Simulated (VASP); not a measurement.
Shape and ions are relaxed at each volume.

Energy against volume of ZnO (wurtzite). Calculation: PW91 GGA, VASP's PBE PAW potentials (set 64) (plane waves; VASP).

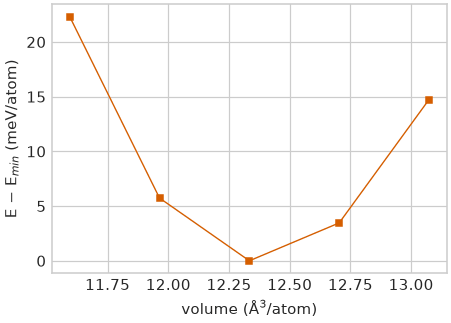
Fig. 1. Energy against volume

### Question
Estimate the equilibrium volume and the bulk modulus.

### Answer
The minimum lies near 12.4 Å³/atom, and the curvature gives B0 of about 130 GPa.

Measured: bulk modulus 143 GPa (computed value off by -8.5 %), as given by Cormac Toher et al., Physical Review Materials (2017), arXiv:1611.05714. The calculation is for a static lattice, while the measured bulk modulus holds thermal and zero-point effects, which are part of the difference.

The compound is ZnO in the wurtzite structure. It was relaxed first.
